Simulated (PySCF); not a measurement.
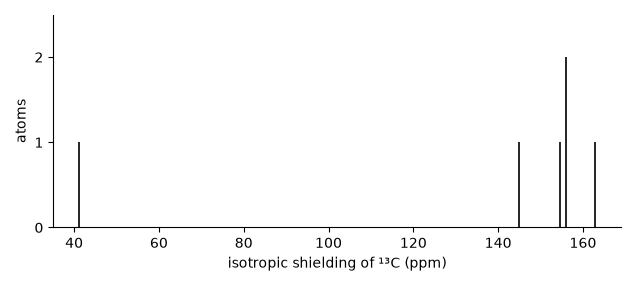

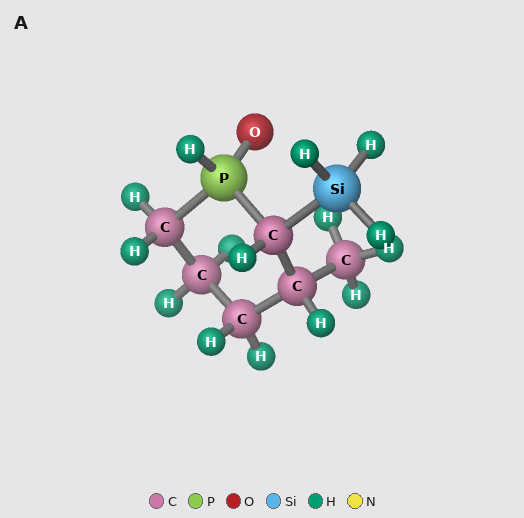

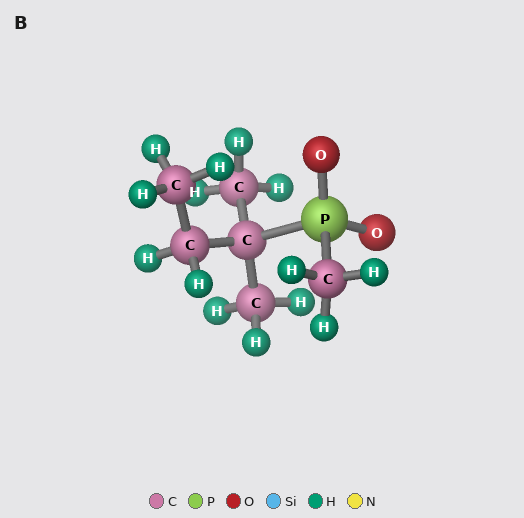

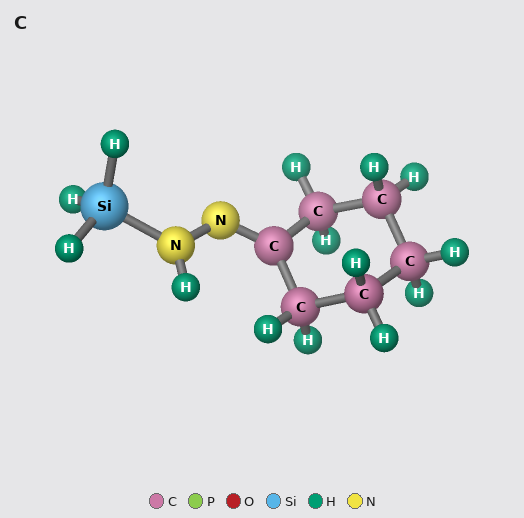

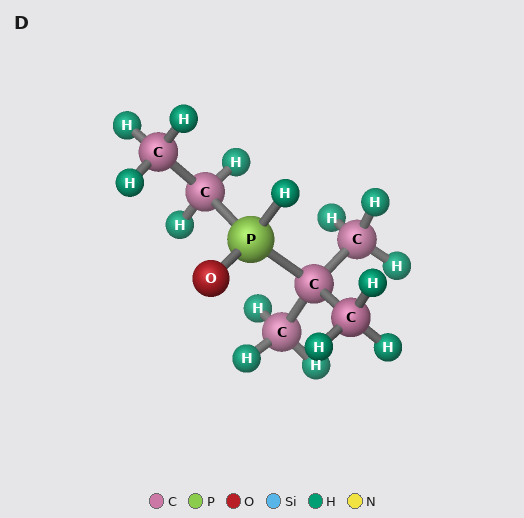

The sticks are computed shieldings of one of the molecules, for one fixed geometry (GFN2-xTB) without averaging over rotations. Low shielding means a high chemical shift. Method: GIAO PBE0/pcSseg-1 NMR shielding, non-relativistic, gas phase (PySCF 2.14.0).

### Which molecule gives this pattern?

C, `[SiH3]NN=C1CCCCC1`. Its 6 C atoms give lines at 41.1, 144.9, 154.5, 156.0 (2 atoms), 162.9 ppm.

The geometry is semi-empirical. Around P, Si such bond lengths and angles can be off by a tenth of an ångström or more and by several degrees, and values that hang on the shape move with them.
